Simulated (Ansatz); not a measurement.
The reference is HfO2 in the rutile structure (space group P4_2/mnm, No. 136; a = 4.830 Å, c = 3.210 Å; a cell from a computed database, its experimental status unchecked).

The change: an isotropic linear strain of +0.59 %; the atoms relax in the strained cell.

Calculations: PBEsol in Ansatz (plane waves to 420 eV, PAW, no spin-orbit coupling).

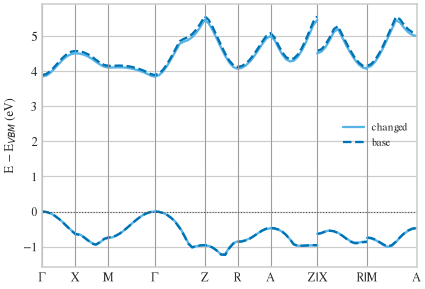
Fig. 1. Highest valence and lowest conduction band along the path, each from its own valence-band maximum

Task: From the figure, how large is the changed gap, and is it direct?

Result: About 3.8 eV, direct at Γ.

With Hf present, leaving out spin-orbit coupling can change the band edges. Stability against distortions was not tested. This is not the structure that HfO2 has at room temperature and ambient pressure.

Ansatz is a quantum-chemistry and plane-wave program.
